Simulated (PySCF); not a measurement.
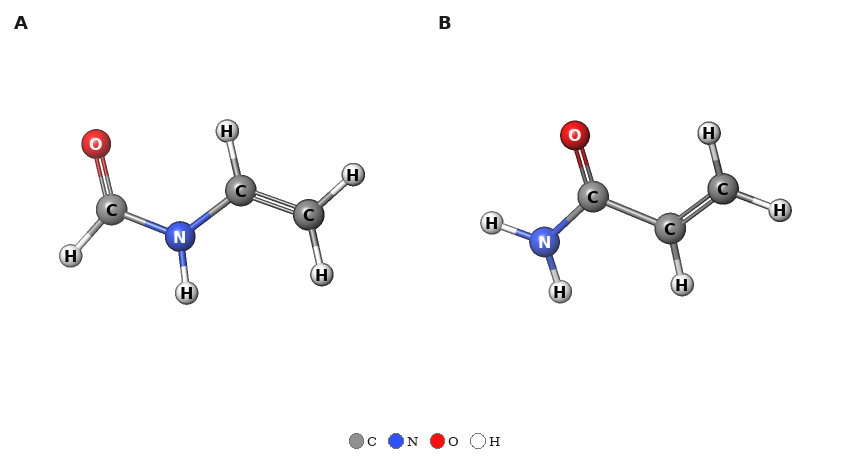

2 stationary structures of one formula. Geometries: PBE0-D3(BJ)/def2-SVP. Electronic energies: PBE0-D3(BJ)/def2-SVP (PySCF 2.14.0), without zero-point energy. No frequency run is at hand to confirm each as a minimum. Each is one conformer, not always the lowest.

### How are they related?

They are constitutional isomers of C3H5NO: A `C=CNC=O`, B `C=CC(N)=O`.

### Which is lowest in energy, and by how much?

B is lowest; A lies 4.1 kcal/mol above it.
